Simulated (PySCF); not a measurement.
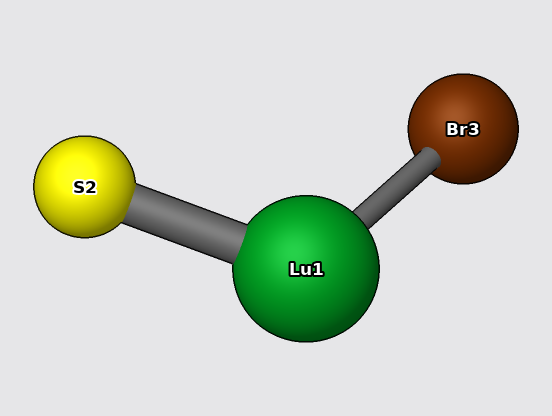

The thickness of each stick grows with its Mayer bond order. Charge 0, singlet. The computed structure is the end point of a PBE/def2-SVP with core potentials optimisation. Method: PBE/def2-SVP, core potentials on Lu (PySCF 2.14.0).

List the Mayer bond orders of Lu1–S2, Lu1–Br3.

| bond | Mayer order | length (Å) |
| --- | --- | --- |
| Lu1–S2 | 2.41 | 2.264 |
| Lu1–Br3 | 1.24 | 2.551 |

The search tried a few shapes and spins; others may lie lower.
